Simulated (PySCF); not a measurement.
# SF4 (sulfur tetrafluoride): levels of theory compared

Aim: a comparison of 6 runs (PBE/STO-3G, wB97X-V/STO-3G, UMP2/STO-3G, BCCD(T)/STO-3G, QCISD(T)/STO-3G, CISD/STO-3G) of SF4 (sulfur tetrafluoride). The job is set up through a Python script.

The results are computed with PySCF 2.14.0.

5 further runs of the same task are left out: 3 that didn't finish, 2 set aside as unsound or not needed.

**1. The system as given**

SF4 has 5 atoms, charge 0, and is taken as a singlet. As SMILES, `FS(F)(F)F`. The S2–F3 distance was set to 2.473 Å, away from the relaxed value. At this shape a bond of the SMILES string is far longer than usual.

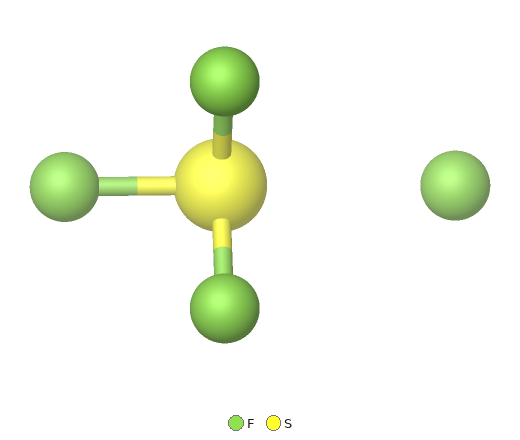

Viewed from a chosen angle; fluorine green, sulfur yellow.

**2. The energy at PBE/STO-3G (run 1)**

Contents of input.py:

```python
from pyscf import gto, dft

system = gto.Mole()
system.atom = '''
F     -1.297579    -0.175698     0.805586
S     -0.672379    -0.305098    -0.610214
F      1.536700    -0.462000     0.491400
F     -2.176479    -0.024998    -1.225414
F     -0.335779     1.176902    -0.930314
'''
system.basis = 'sto-3g'
system.verbose = 4
system.charge = 0
system.max_memory = 1860
system.build()

myscf = dft.RKS(system, xc='pbe')
myscf.conv_tol = 1e-10
myscf.grids.level = 5
myscf.kernel()
if not myscf.converged:
    myscf = myscf.newton().run(myscf.mo_coeff, myscf.mo_occ)

etot = myscf.e_tot
print('E(%s) = %.9f' % ('PBE', etot))
```

On the command line:

```sh
$ OMP_NUM_THREADS=1 python input.py
```

Output:

```text
PySCF version 2.14.0

[... 95 lines left out ...]
SCF not converged.
SCF energy = -784.212884098034
[... 62 lines left out ...]
converged SCF energy = -786.457375921331
E(PBE) = -786.457375921
```

Wall time 41 s (1 thread of Arm Neoverse V1, shared host); peak memory 0.3 GiB.

**3. The energy at wB97X-V/STO-3G (run 2)**

Contents of input.xyz:

```xyz
5
F4S
F     -1.297579    -0.175698     0.805586
S     -0.672379    -0.305098    -0.610214
F      1.536700    -0.462000     0.491400
F     -2.176479    -0.024998    -1.225414
F     -0.335779     1.176902    -0.930314
```

Contents of job.py:

```python
from pyscf import gto, dft

mol = gto.Mole()
mol.atom = 'input.xyz'
mol.verbose = 4
mol.basis = 'sto-3g'
mol.spin = 0
mol.charge = 0
mol.max_memory = 1860
mol.build()

mf = dft.RKS(mol, xc='wb97x-v')
mf.nlcgrids.level = 1
mf.conv_tol = 1e-10
mf.grids.level = 5
mf.kernel()
if not mf.converged:
    mf = mf.newton().run(mf.mo_coeff, mf.mo_occ)

energy = mf.e_tot
print(f'total energy: {energy:.8f} hartree')
```

On the command line:

```sh
$ OMP_NUM_THREADS=1 python job.py
```

Output:

```text
PySCF version 2.14.0

[... 110 lines left out ...]
converged SCF energy = -786.824688944116
total energy: -786.82468894 hartree
```

It took 65 s on 1 thread of Arm Neoverse V1, shared host; peak memory 0.24 GiB.

Runs 3 to 5 aren't shown in full; the table further down has their settings and results.

**4. A single-point energy at CISD/STO-3G (run 6)**

Contents of calc.py:

```python
from pyscf import gto, scf, ci

mol = gto.M(
    atom=[
    ('F', (-1.297579, -0.175698, 0.805586)),
    ('S', (-0.672379, -0.305098, -0.610214)),
    ('F', (1.536700, -0.462000, 0.491400)),
    ('F', (-2.176479, -0.024998, -1.225414)),
    ('F', (-0.335779, 1.176902, -0.930314)),
],
    verbose=3,
    charge=0,
    spin=0,
    max_memory=1860,
    basis='sto-3g',
)

myscf = scf.RHF(mol)
myscf.conv_tol = 1e-10
myscf.kernel()
if not myscf.converged:
    myscf = myscf.newton().run(myscf.mo_coeff, myscf.mo_occ)

cisd = ci.CISD(myscf, frozen=9)
cisd.kernel()
energy = cisd.e_tot
print(f'total energy: {energy:.8f} hartree')
```

On the command line:

```sh
$ OMP_NUM_THREADS=1 python calc.py
```

Output:

```text
converged SCF energy = -784.865835002147
E(RCISD) = -785.071102665749  E_corr = -0.2052676636017924
total energy: -785.07110267 hartree
```

Wall time 0.76 s (1 thread of Arm Neoverse V1, shared host); peak memory 0.1 GiB.

**5. The series**

```
run            level  nlc grid  integration grid  energy (Eh)  dipole moment (D) of the reference  wall time
  1       PBE/STO-3G         –                 5  -786.457376                                2.51       41 s
  2   wB97X-V/STO-3G         1                 5  -786.824689                                2.77       65 s
  3      UMP2/STO-3G         –                 –  -785.065878                                1.22        1 s
  4   BCCD(T)/STO-3G         –                 –  -785.108740                                   –      1.9 s
  5  QCISD(T)/STO-3G         –                 –  -785.109620                                3.80        1 s
  6      CISD/STO-3G         –                 –  -785.071103                                3.80     0.76 s
```

**6. Outcome**

| quantity | value |
| --- | --- |
| run 6: total energy | -785.07110 Eh |
| run 6: dipole moment (Hartree–Fock density) | 3.80 D |
| run 6: HOMO energy (Hartree–Fock orbitals) | -3.04 eV |
| run 6: LUMO energy (Hartree–Fock orbitals) | 5.48 eV |
| run 6: HOMO–LUMO gap (Hartree–Fock orbitals) | 8.52 eV |
| run 6: correlation energy (9 core orbitals frozen) | -205.3 mEh |

In words: Totals of different functionals can't be ranked against each other. In run 5 the T1 diagnostic is large, so a single reference may not serve. In runs 1, 2, 3, 4, 5, 6 the basis is minimal, so the values are rough. Spin contamination of the reference: run 3 ⟨S²⟩ = 0.99. Where it is this large, the reference is a mixture of spin states, and values that rest on it are in doubt. All runs together took 1.8 min, the longest 65 s.
